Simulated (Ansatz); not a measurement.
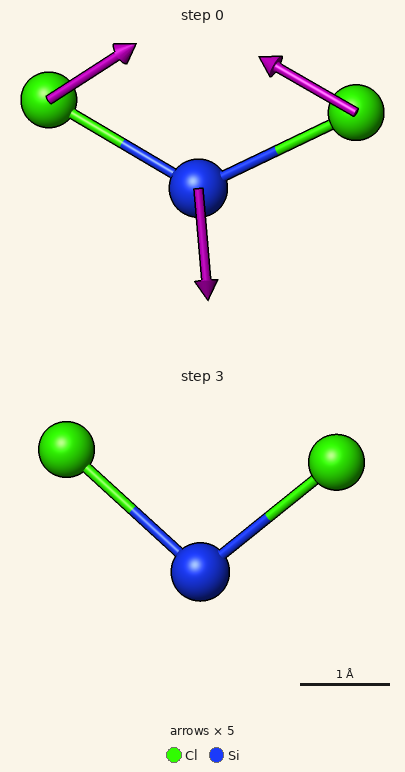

The structure of SiCl$_{2}$ before (top) and after (bottom) a relaxation, at one scale. The purple arrows give the displacements, 5 times their true length.

Style: ball-and-stick. Shown at a tilt.

Computed with RKS PBE0-D4/def2-mTZVP in Ansatz 0.2.0.

Input file:
```yaml
crystal:
  periodic: [false, false, false]
  atoms:
    - {symbol: Cl, position_ang: [0.229633, 1.751185, 0.339406]}
    - {symbol: Si, position_ang: [-0.550464, -0.096685, -0.307946]}
    - {symbol: Cl, position_ang: [0.307730, -1.915839, -0.058218]}
basis:
  gaussian: {orbitals: def2-mTZVP}
hamiltonian: {xc: pbe0, dispersion: d4}
relax: {f_tol: 0.002, max_steps: 5, max_displacement: 0.2}
```

Command:
```bash
ansatz run in.yaml --threads 2 --pin off --events-out ev --progress --plain --max-ram 3481MiB
```

### What changed between the two?

The relaxation stopped without meeting its thresholds, so the last structure isn't shown to be converged. The largest move after the best rigid fit is that of Cl1, 0.26 Å. By element the largest moves are Cl 0.26 Å, Si 0.26 Å. Some distances before and after: Si2–Cl3 2.027 → 2.089 Å, Cl1–Si2 2.108 → 2.090 Å. Among the angles between lasting bonds that change: Cl1–Si2–Cl3 126.3° → 101.7°. The energy falls by 0.493 eV in 3 geometry steps. Largest force component: 2 eV/Å at the start, 0.015 eV/Å at the end. The run took 4.3 s on 2 threads of Arm Neoverse V1 (shared host).
